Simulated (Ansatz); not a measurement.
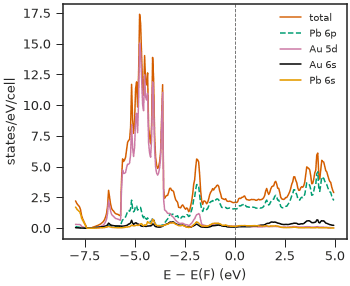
*Total and projected density of states of Pb2Au in space group I4/mcm (No. 140; Pb on 8h, Au on 4a), the program Ansatz at the r²SCAN level (PAW)*

Question: Which orbitals carry the states next to the Fermi level?

Answer: Within 0.5 eV of the Fermi level: Pb 6p 75 %, Pb 6s 8 %, Au 5d 7 %. Projections are on Löwdin-orthogonalised atomic valence shells; empty p or d shells of many metals are not among them.

Question: Where is the tallest occupied peak in this window, and what makes it?

Answer: Near -4.8 eV, about 17 states/eV per cell; the largest projected share is Au 5d.

The first step of the workflow began from a Materials Project structure, measured or hypothetical; the Crystallography Open Database files this formula in space group No. 140, but the cells were not matched. Its standing as an ambient phase is unchecked. Symmetry was held in the r²SCAN relaxation; whether a distortion lowers the energy is not shown. Scalar-relativistic: spin–orbit coupling is off unless named, which matters more the heavier the elements.

Potentials: the later of the program's two PAW sets.
